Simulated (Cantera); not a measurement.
A closed system holds: 1 mol Ti(OiPr)4, a varied amount of H2O, 22 mol H2, equilibrated at 2200 K and 32.0 Pa.

These are equilibrium values from Cantera (NASA tables, ideal gas, pure condensed phases), not measurements of a reactor. Candidate condensed phases: C, C6H6, C7H8, C8H18, H2O, Ti, TiC, TiO, TiO2, Ti2O3, Ti3O5, Ti4O7; 113 gas species. The feed counts by its element totals alone. TiC: taken at fixed stoichiometry. Condensed phases not in the tables: Magnéli phases beyond Ti4O7. The numbers say what is thermodynamically allowed, not how fast it happens.

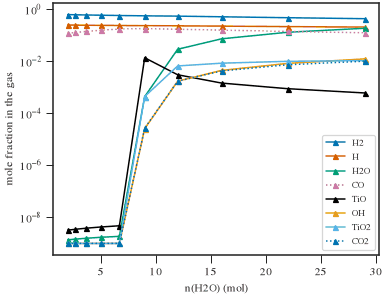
Figure. Equilibrium gas composition (values under 1e-9 drawn at 1e-9)

Problem. Read off the mole fractions at 16 mol H2O.

Solution. H2 about 0.52, H about 0.23, CO about 0.16, H2O about 0.074, TiO2 about 0.0085, OH about 0.0045, CO2 about 0.0043, TiO about 0.0015.
